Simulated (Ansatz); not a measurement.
**InNH3 (SMILES [NH2][InH]): UCAM-B3LYP/def2-SVP (core potential)**

What is the vertical doublet–quartet gap of InNH3 at UCAM-B3LYP/def2-SVP (core potential)? 

The calculation is run with Ansatz 0.2.0.

41 further runs of the same task are left out: 41 set aside as unsound or not needed.

## 1. The molecule

InNH3 has 5 atoms, charge 0, and is taken as a doublet. As SMILES, `[NH2][InH]`. The shape is that of a PBE0-D4/def2-TZVP optimisation. This is one conformer, not always the lowest.

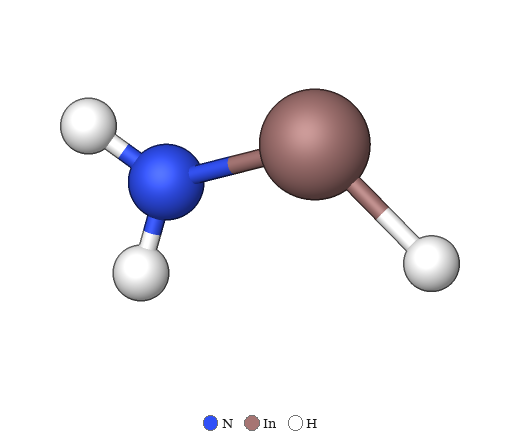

The structure, seen from a chosen angle (nitrogen blue, indium brown, hydrogen white).

## 2. The energy at UCAM-B3LYP/def2-SVP (core potential)

Input file molecule.yaml:

```yaml
crystal:
  periodic: [false, false, false]
  atoms:
    - {symbol: N, position_ang: [-0.299400, -0.736500, 0.264700]}
    - {symbol: In, position_ang: [0.846600, 0.946400, 0.296000]}
    - {symbol: H, position_ang: [-0.846800, -0.960800, -0.554700]}
    - {symbol: H, position_ang: [0.017600, -1.585600, 0.707600]}
    - {symbol: H, position_ang: [0.331900, 2.262600, -0.755100]}
basis:
  gaussian:
    orbitals: def2-SVP
total_charge: 0
magnetization:
  spin_polarized: true
  initial_magnetization: 1
hamiltonian:
  xc: {name: CAM-B3LYP}
accuracy: high
output:
  orbitals: {seedname: orbitals}
```

Command:

```console
$ ansatz run molecule.yaml --threads 1 --pin off --max-ram 3480MiB --events-out events.jsonl --progress --plain --runs-dir runs
```

Output:

```text
Warning: RAYON_NUM_THREADS=1 ignored (pool sized by the plan → 1); use --threads N
Functional definition: CAM-B3LYP
  name "CAM-B3LYP"
  parameter alpha = 0.19
  parameter beta = 0.46
  parameter omega = 0.33/bohr
  parameter ac = 0.81
  exchange = (1 - alpha - beta)*b88_x + beta*b88_x_sr(omega) + alpha*exact_x + beta*exact_x_lr(omega)
  correlation = (1 - ac)*vwn5_c + ac*lyp_c
1332 factors; integrals over basis functions are off by at most 2.7e-9 eV
310 factors; integrals over basis functions are off by at most 2.4e-9 eV
mean field evaluation 1: about -6702.3905 eV, gradient 3.8e1 eV
mean field evaluation 2: about -6681.3427 eV, gradient 6.9e1 eV
mean field evaluation 4: about -6708.8877 eV, gradient 7.0e-1 eV
mean field evaluation 8: about -6708.9527 eV, gradient 1.1e-1 eV
mean field evaluation 16: about -6708.9531 eV, gradient 6.0e-4 eV
mean field -6708.95314786 eV, -246.5494806921 hartree, gradient 6.1e-8 eV, S^2 0.755167; 0 other end points of the search recorded, 0 dependent functions left out
reference -6708.95316395 eV, -246.5494812834 hartree; 16, 15 occupied and 39, 40 virtual orbitals, 1332 factors
Total energy: -6708.95316395 eV, -246.5494812834 hartree
```

Run time: 7.8 s. Hardware: 1 thread of Arm Neoverse V1, shared host; peak memory 0.24 GiB.

## 3. The quartet, same level

Input file input.yaml:

```yaml
crystal:
  periodic: [false, false, false]
  atoms:
    - {symbol: "N", position_ang: [-0.299400, -0.736500, 0.264700]}
    - {symbol: In, position_ang: [0.846600, 0.946400, 0.296000]}
    - {symbol: H, position_ang: [-0.846800, -0.960800, -0.554700]}
    - {symbol: H, position_ang: [0.017600, -1.585600, 0.707600]}
    - {symbol: H, position_ang: [0.331900, 2.262600, -0.755100]}
basis:
  gaussian: {orbitals: def2-SVP}
magnetization: {spin_polarized: true, initial_magnetization: 3}
hamiltonian: {xc: {name: CAM-B3LYP}}
accuracy: high
output: {orbitals: {seedname: orbitals}}
```

Command:

```console
$ ansatz run input.yaml --threads 1 --pin off --max-ram 3480MiB --events-out events.jsonl --progress --plain --runs-dir runs
```

Output (excerpt; [...] marks lines left out):

```text
Warning: RAYON_NUM_THREADS=1 ignored (pool sized by the plan → 1); use --threads N
Functional definition: CAM-B3LYP
  name "CAM-B3LYP"
[...]
1331 factors; integrals over basis functions are off by at most 2.7e-9 eV
310 factors; integrals over basis functions are off by at most 2.4e-9 eV
[...]
mean field -6704.89082120 eV, -246.4001929410 hartree, gradient 4.3e-8 eV, S^2 3.757201; 4 other end points of the search recorded, 0 dependent functions left out
reference -6704.89083703 eV, -246.4001935227 hartree; 17, 14 occupied and 38, 41 virtual orbitals, 1331 factors
Total energy: -6704.89083703 eV, -246.4001935227 hartree
```

Wall time 12 s (1 thread of Arm Neoverse V1, shared host); peak memory 0.23 GiB.

## 4. Outcome

At UCAM-B3LYP/def2-SVP (core potential):

| quantity | value |
| --- | --- |
| doublet: total energy | -246.54948 Eh |
| doublet: HOMO energy (highest over α and β) | -6.66 eV |
| doublet: LUMO energy (lowest over α and β) | -1.74 eV |
| doublet: ⟨S²⟩ | 0.755 |
| quartet: total energy | -246.40019 Eh |
| quartet: HOMO energy (highest over α and β) | -3.98 eV |
| quartet: ⟨S²⟩ | 3.757 |
| vertical energy of the quartet above the doublet | 4.062 eV |

In words: At this shape the quartet lies 4.06 eV (94 kcal/mol) above the doublet.
